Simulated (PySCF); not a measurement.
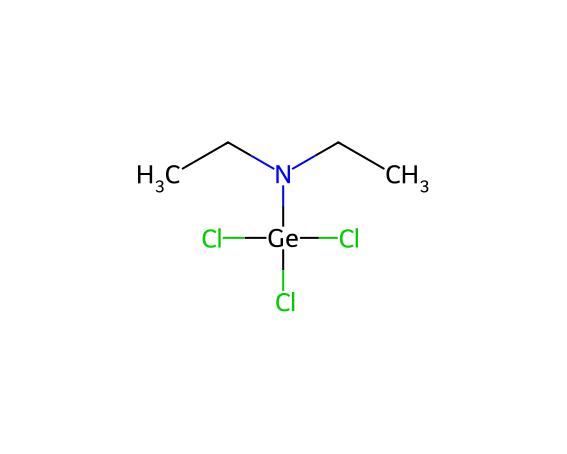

The drawing above gives the connectivity. The geometry was computed by an optimisation with PBE0-D3(BJ)/def2-SVP. No frequency run is at hand to confirm it as a minimum.

What does the molecule look like in three dimensions?

It has 19 atoms: 4 carbon, 10 hydrogen, 3 chlorine, 1 germanium and 1 nitrogen (C₄H₁₀Cl₃GeN). Its SMILES string is `CC[N](CC)[Ge]([Cl])([Cl])[Cl]`. Coordination, clear cases only: 1 Ge tetrahedral; 4 C tetrahedral.

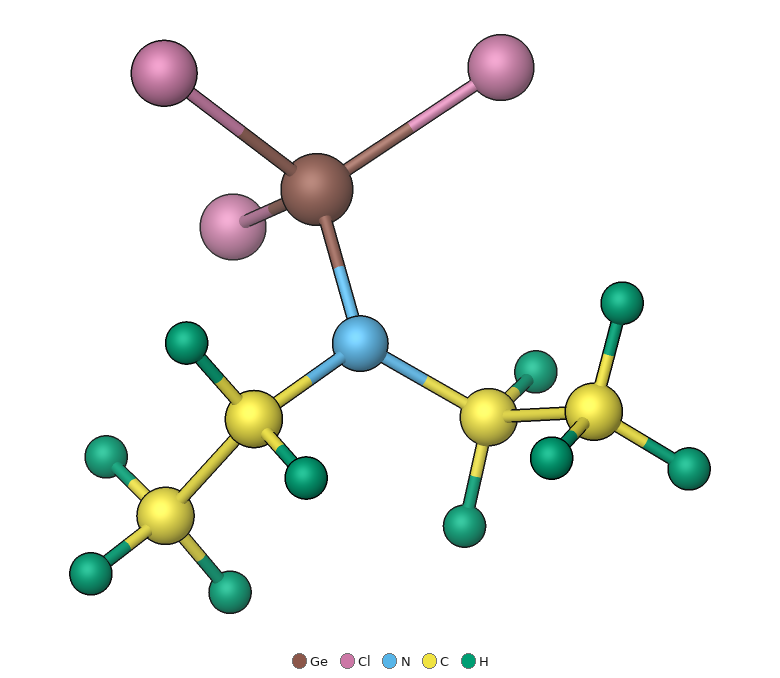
